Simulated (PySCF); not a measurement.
# C₄H₈N₂OSi (SMILES [H]/N=C/CCO[SiH2]C#N): what the fields show

Input

```
{"job": {"kind": "uv", "xc": "wB97X-D", "basis": "def2-SVPD", "nstates": 8, "ntriplets": 3}, "charge": 0, "multiplicity": 1}
N      4.423551    -0.281193    -0.488653
C      3.477751     0.364865    -0.465832
Si     1.908116     1.391046    -0.415823
O      0.610998     0.444804    -0.574464
C      0.144982    -0.639761     0.178754
C     -1.176667    -1.144071    -0.403172
C     -2.243614    -0.104545    -0.286177
N     -3.311375    -0.360531     0.316992
H      1.797118     2.195857    -1.619120
H      1.968108     2.087087     0.871660
H      0.889036    -1.444587     0.156782
H      0.000455    -0.334226     1.221732
H     -1.023660    -1.374161    -1.460180
H     -1.490819    -2.045395     0.121916
H     -1.991350     0.857149    -0.752862
H     -3.990228     0.396607     0.358476
```

Launched as:

```sh
OMP_NUM_THREADS=1 python probes_run.py task.json out
```

Geometry: GFN2-xTB.

Method: wB97X-D/def2-SVPD, SCF density, gas phase in PySCF.

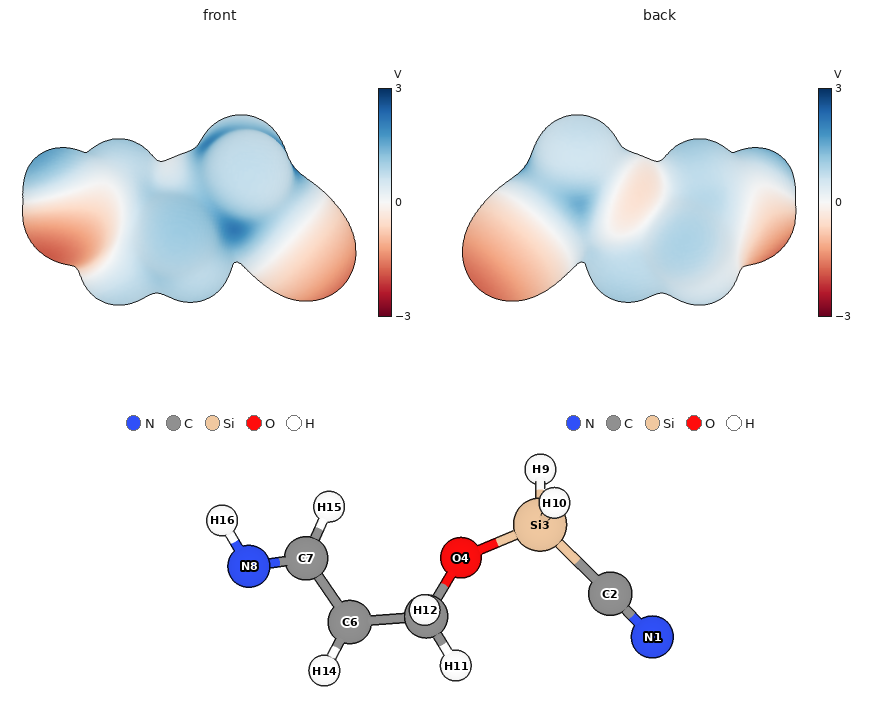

Figure 1. The electrostatic potential painted on the density surface at 0.002 e/bohr³, seen from the front and from behind; the colour scale runs from red (negative) to blue (positive). The bare structure is drawn below in the same view.

> Describe the electrostatic potential map.

The most negative region (about −1.7 V) lies over N8, the most positive (about +2.1 V) over Si3. N8 is the likeliest acceptor of a hydrogen bond.

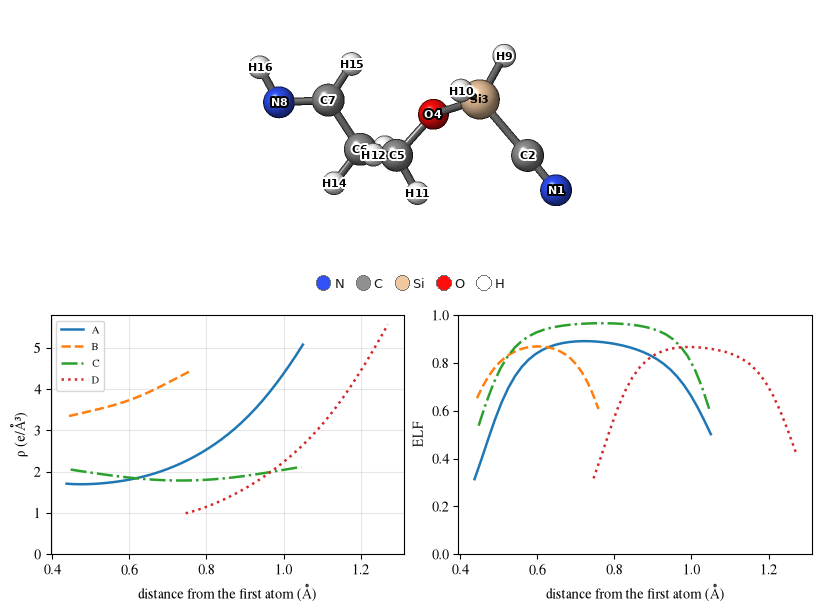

Figure 2. Total electron density and electron localisation function along straight lines between neighbouring atoms. The curves leave out the atomic cores. The structure is drawn too.

> Which curve belongs to which contact (C–C, C–N, C–O and Si–O)? The first atom named is at distance zero.

Curve A: C–O (1.40 Å): ρ at the midpoint is about 2.1 e/Å³, with its minimum of 1.7 e/Å³ about 0.5 Å from C; the ELF peaks at about 0.90 between the atoms (a shared but strongly polarised pair). Curve B: C–N (1.15 Å): ρ is about 3.6 e/Å³ halfway; the ELF peaks at about 0.85 between the atoms; a multiple bond. Curve C: C–C (1.49 Å): the density is about 1.8 e/Å³ at the midpoint; the ELF peaks at about 0.95 between the atoms (a shared electron pair). Curve D: Si–O (1.61 Å): ρ is about 1.2 e/Å³ halfway; the ELF peaks at about 0.85 between the atoms; a short, strongly polar bond.
